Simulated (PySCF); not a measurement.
## Electronic structure of C10H18Si (SMILES C=C[Si](C=C)(C=C)CCCC) in real space

```xyz
29

Si    0.4370    0.4896    0.7376
C     0.3442    0.3159    2.6032
C     1.3783    0.5360    3.4240
H    -0.6158    0.0251    3.0530
H     2.3614    0.8302    3.0380
H     1.2952    0.4338    4.5124
C     2.2355    0.5263    0.2024
C     2.8707    1.6272   -0.2176
H     2.8074   -0.4120    0.2410
H     2.3579    2.5946   -0.2755
H     3.9244    1.6179   -0.5197
C    -0.3904    2.0938    0.2218
C    -0.7120    3.0721    1.0769
H    -0.6166    2.2501   -0.8422
H    -0.5081    2.9826    2.1505
H    -1.1895    4.0033    0.7499
C    -0.4195   -0.9830   -0.0741
C    -0.4432   -0.9385   -1.6017
C    -1.0228   -2.1855   -2.2669
C    -2.4869   -2.4458   -1.9479
H     0.0995   -1.8969    0.2705
H    -1.4432   -1.0470    0.3344
H    -1.0192   -0.0560   -1.9350
H     0.5826   -0.7808   -1.9779
H    -0.9003   -2.0912   -3.3597
H    -0.4189   -3.0623   -1.9717
H    -2.8634   -3.3306   -2.4835
H    -2.6473   -2.6226   -0.8729
H    -3.1165   -1.5887   -2.2385
```

Geometry: PBE0-D3(BJ)/def2-SVP.

Method: PySCF 2.14.0, PBE0/pcSseg-1, SCF density, gas phase, non-relativistic.

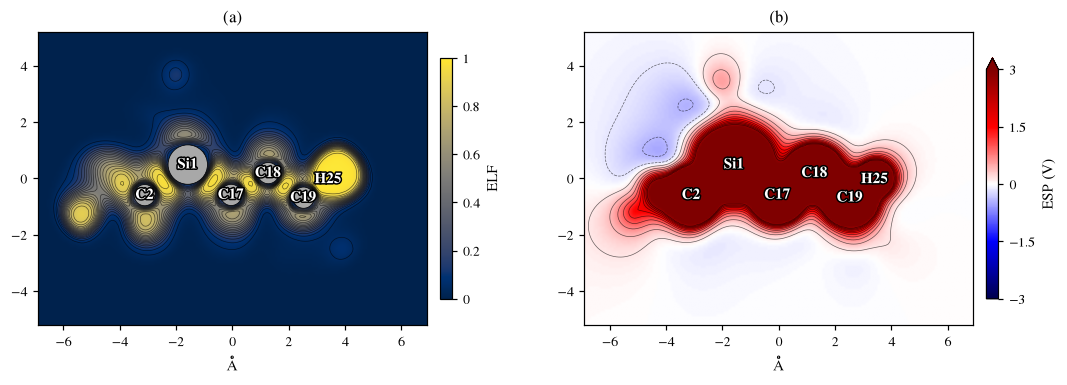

Figure 1. (a) electron localisation function; (b) electrostatic potential on the plane of atoms C17, C18 and C19. Grey discs cover the atomic cores in the ELF map.

Interpret the plot.

Answer.
- The plane passes through Si, C and H nuclei.
- C–Si (1.88 Å): the ELF peaks at about 0.95 between the atoms; localised, covalent bonding.
- C–H (1.10 Å): the ELF climbs to about 1 towards the hydrogen, as it does in any bond to H; an ordinary covalent bond to hydrogen.
- C–C (1.53 Å): the ELF peaks at about 0.95 between the atoms; a covalent bond.
- Outside the dense part of the molecule the potential is most negative (−0.5 V) near C3, which lies off the plane.

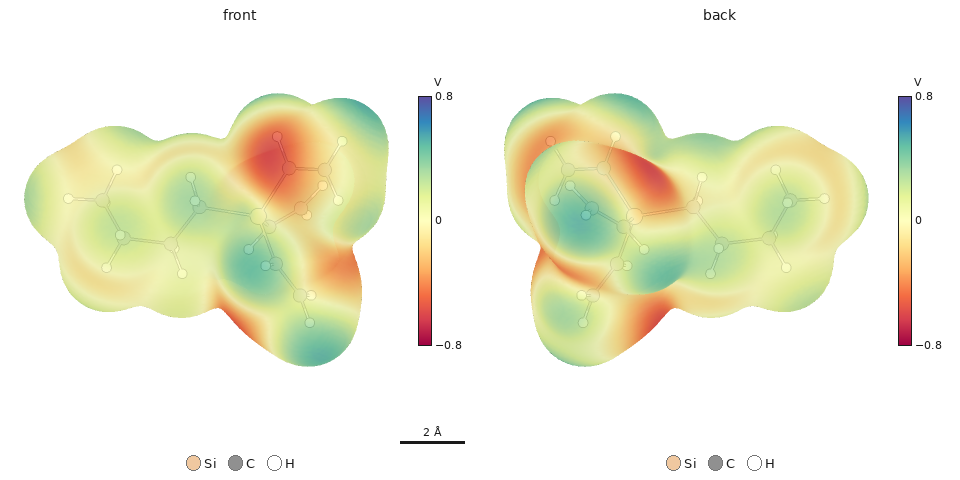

Figure 2. The molecular electrostatic potential painted on the density surface at 0.001 e/bohr³, seen from the front and from behind; the colour scale runs from red (negative) to blue (positive).

Which sites attract a positive test charge, and which a negative one?

Answer. A positive charge is drawn to the negative regions and a negative charge to the positive ones. The most negative region (about −0.6 V) lies over the π face of the C atoms, the most positive (about +0.5 V) over the H atoms.

What dipole moment does the calculation give?

Answer. Its dipole moment is 0.11 D.
